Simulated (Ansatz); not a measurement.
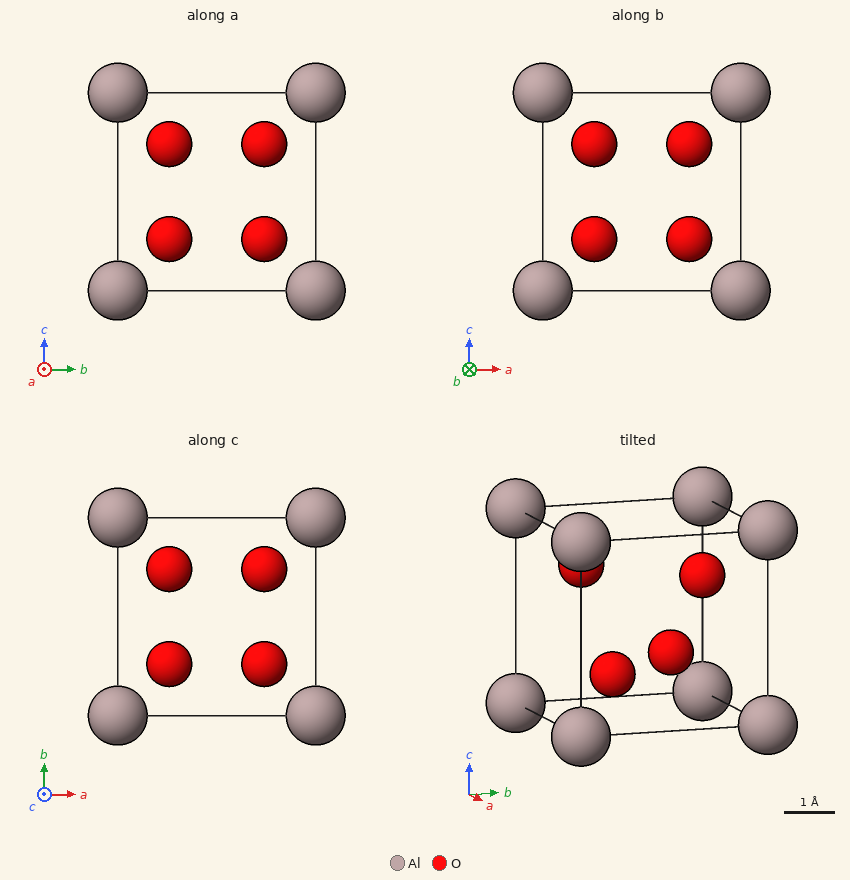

We look at a spheres-only model of the crystal along the a axis, along the b axis, along the c axis and slightly off an axis. The wireframe shows the conventional unit cell.

Lattice parameters: a = 3.982 Å, b = 3.982 Å, c = 3.982 Å, α = 90.00°, β = 90.00°, γ = 90.00°.

Convert the drawing into a table of Wyckoff sites, with free fractional coordinates to two decimals.

Space group P-43m (No. 215).
```
atom  site     x     y     z
  Al    1a  0.00  0.00  0.00
   O    4e  0.74  0.74  0.74
```

Origin of the cell: a structure type filled with these elements by a generator (whether the compound takes this form wasn't checked). Earlier steps of the study may have refined or changed the cell and positions. It went into a calculation with Ansatz.
